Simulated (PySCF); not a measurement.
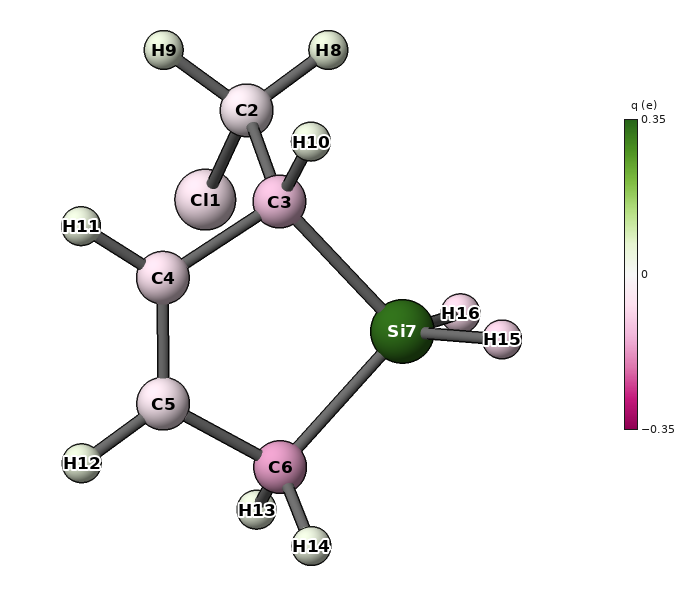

Atoms are coloured by their Hirshfeld charges. The computed structure is the end point of a GFN2-xTB optimisation. No frequency run is at hand to confirm it as a minimum. Method: PBE0/pcSseg-1, gas phase (PySCF 2.14.0).

List the Hirshfeld charges.

```tsv
atom	value (e)
Cl1	−0.05
C2	−0.03
C3	−0.12
C4	−0.06
C5	−0.04
C6	−0.16
Si7	0.33
H8	0.05
H9	0.05
H10	0.04
H11	0.04
H12	0.05
H13	0.04
H14	0.04
H15	−0.08
H16	−0.08
```

The geometry is semi-empirical. Around Si such bond lengths and angles can be off by a tenth of an ångström or more and by several degrees, and values that hang on the shape move with them.
